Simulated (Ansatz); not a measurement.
The calculation's input:

```
crystal:
  periodic: [false, false, false]
  atoms:
    - {symbol: Cl, position_ang: [-2.110021, -1.064134, 0.942432]}
    - {symbol: "N", position_ang: [-0.926290, 1.353090, 2.584204]}
    - {symbol: Si, position_ang: [-0.941040, -0.280813, 2.778491]}
    - {symbol: Si, position_ang: [-1.026694, 3.026789, 2.624630]}
    - {symbol: H, position_ang: [0.275841, 3.396718, 1.833399]}
basis:
  gaussian:
    orbitals: def2-TZVPD
total_charge: -1
hamiltonian:
  xc: {name: PBE0}
output: {forces: true, orbitals: {seedname: orbitals}}
```

Command:

```sh
ansatz run input.yaml --threads 1 --pin off --max-ram 2610MiB --events-out events.jsonl --progress --plain --runs-dir runs
```

Geometry: B3LYP-D3(BJ)/def2-SVPD.

The calculation used isolated molecule in a Gaussian basis; Kohn-Sham density functional theory, functional PBE0 in Ansatz.

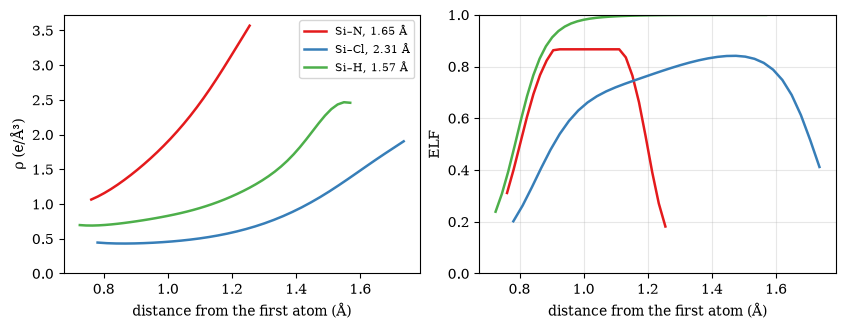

ClHNSi2 (charge −1). Electron density and ELF along straight lines between neighbouring atoms. The curves leave out the atomic cores.

> Compare the contacts.

Si–N (1.65 Å): ρ at the midpoint is about 1.2 e/Å³; the ELF peaks at about 0.85 between the atoms: a polar covalent bond.
Si–Cl (2.31 Å): ρ at the midpoint is about 0.55 e/Å³, with its minimum of 0.43 e/Å³ about 0.9 Å from Si; the ELF peaks at about 0.85 between the atoms, as expected for a polar covalent bond.
Si–H (1.57 Å): ρ is about 0.69 e/Å³ halfway; the ELF climbs to about 1 towards the hydrogen, as it does in any bond to H.
